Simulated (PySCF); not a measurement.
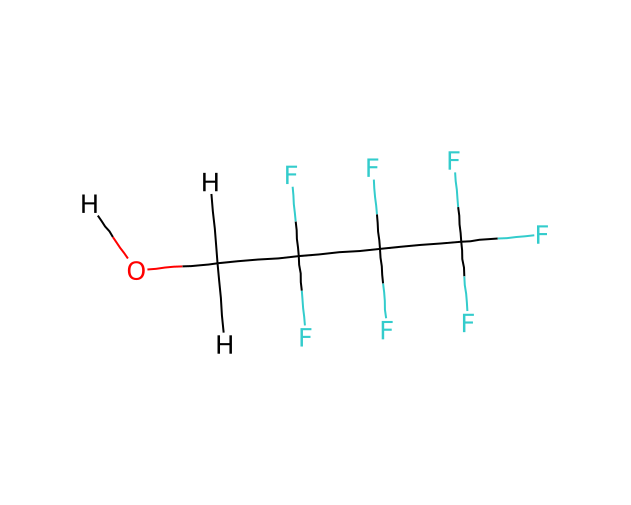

2D structure.

Transcribe the drawing into SMILES.

Answer. OCC(F)(F)C(F)(F)C(F)(F)F

What is the molecular formula?

Answer. C4H3F7O.

An optimisation with GFN2-xTB gave a structure of which point group?

Answer. C1. Other conformers may differ.

More results for the same structure follow; atom numbers are the same in all pictures, views and colours differ. Computed geometry: GFN2-xTB optimisation. No frequency run is at hand to confirm it as a minimum.

**Shape**

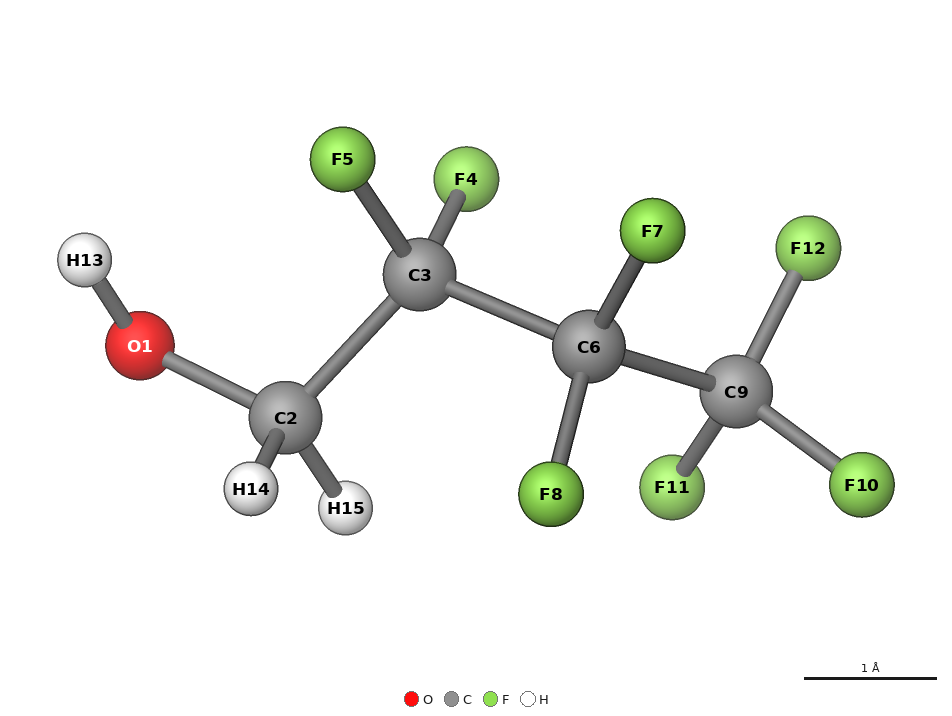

No frequency run is at hand to confirm it as a minimum.

Which atoms are bonded, and how long are the bonds?

```tsv
bond	length (Å)	order
O1–C2	1.387	single
O1–H13	0.967	single
C2–C3	1.542	single
C2–H14	1.099	single
C2–H15	1.092	single
C3–F4	1.351	single
C3–F5	1.357	single
C3–C6	1.557	single
C6–F7	1.343	single
C6–F8	1.353	single
C6–C9	1.556	single
C9–F10	1.327	single
C9–F11	1.335	single
C9–F12	1.324	single
```

**Dipole moment**

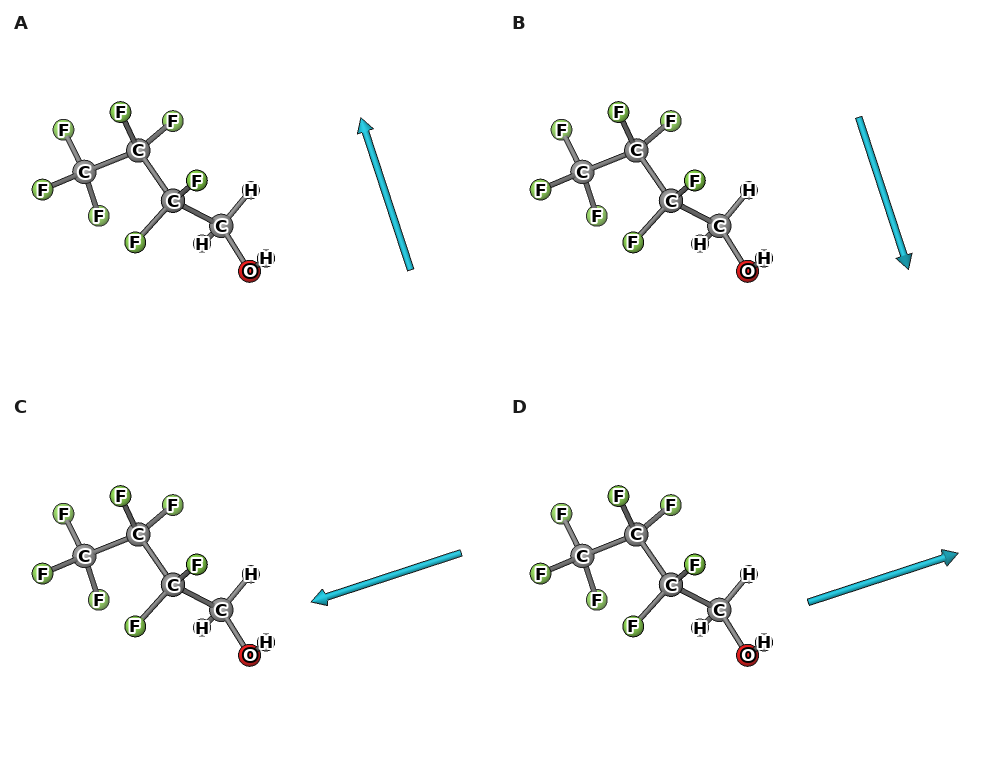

The same molecule four times, each with an arrow. No frequency run is at hand to confirm it as a minimum. Level of theory: PBE0/pcSseg-1, gas phase (PySCF 2.14.0).

Which arrow points along the dipole moment, from the negative to the positive end?

Answer. D. The dipole moment is 1.60 D.

**Quadrupole coupling**

No frequency run is at hand to confirm it as a minimum. Electric field gradients from the ground-state density, PBE0/pcSseg-1 (PySCF 2.14.0), non-relativistic apart from any core potentials.

Give the largest field-gradient component, the quadrupole coupling constant and the asymmetry for 17O at O1 (Q = −25.6 mb), 2H at H13 (Q = 2.86 mb), 2H at H14 (Q = 2.86 mb).

| atom | V_zz (a.u.) | e²qQ/h (MHz) | η |
| --- | --- | --- | --- |
| O1 | −1.964 | 11.82 | 0.97 |
| H13 | 0.451 | 0.303 | 0.15 |
| H14 | 0.277 | 0.186 | 0.06 |

**NMR shielding**

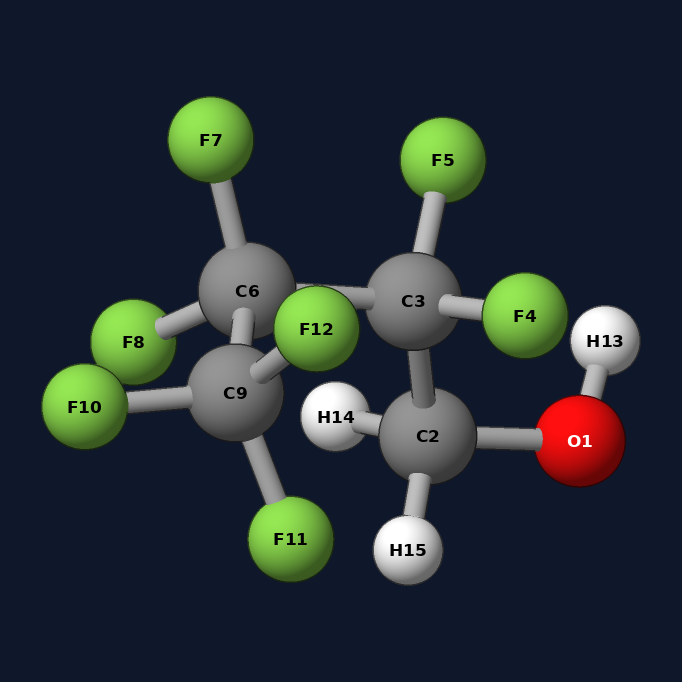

No frequency run is at hand to confirm it as a minimum. Level of theory: GIAO PBE0/pcSseg-1 NMR shielding, non-relativistic, gas phase (PySCF 2.14.0). Principal shieldings σ11 ≤ σ22 ≤ σ33, span Ω = σ33 − σ11, skew κ = 3(σiso − σ22)/Ω.

Give the shielding tensors of the O atoms.

```
atom    σ11    σ22    σ33   σiso     Ω     κ
  O1  291.2  316.6  388.4  332.1  97.2  0.48
```

Shieldings and span in ppm.
